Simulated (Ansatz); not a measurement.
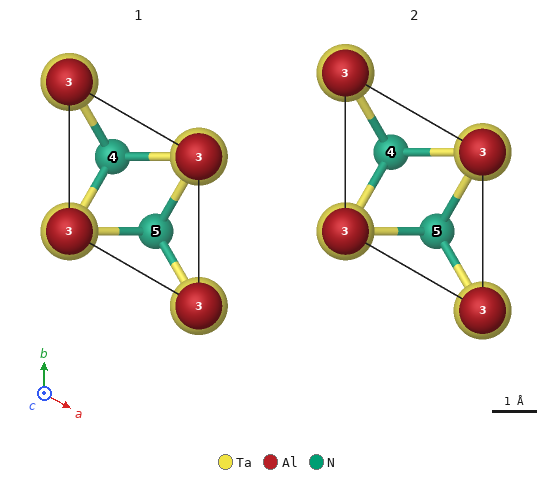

Two geometries of a crystal of Ta2AlN2 (a generated structure, set up in P6/mmm) (coarse preliminary run), drawn at one scale. One is the start of a relaxation, the other its converged end. Style: ball-and-stick. Shown: the cell of the calculation, along the c axis.

All numbers below come from DFT PBE, scalar-relativistic, plane waves, PAW (Ansatz 0.2.0). Set-up: plane-wave cutoff 420 eV; k-point mesh 6 × 6 × 2; occupations gaussian; smearing width 0.1 eV; no spin polarisation; cell and atoms relaxed; force threshold 0.04 eV/Å; at most 70 steps.

> Which geometry has the lower energy?

Structure 1 is the relaxed one. The largest moves relative to the cell, 0.15 Å, are those of Ta atoms. N and Al stay in place. The volume changes by −9.1 %, with a = b 3.610 → 3.406 Å (−5.6 %), c 7.642 → 7.799 Å (+2.1 %). Some distances before and after: Ta–Ta 2.709 → 2.466 Å, Al–Ta 2.466 → 2.667 Å, N–Ta 2.486 → 2.321 Å. The space group stays P6/mmm (No. 191). The energy falls by 316 meV per atom in 4 accepted moves (5 points after the start). Largest force component: 5.6 eV/Å at the start, 0.011 eV/Å at the end. The pressure goes from −13.75 to −0.26 GPa. The SCF was repeated once at an unchanged geometry on a basis and grid sized afresh for the cell, which shifted the energy by 1.0 meV per atom at most.

Limits of the set-up: the k-point mesh is coarse for a cell with partly filled bands.
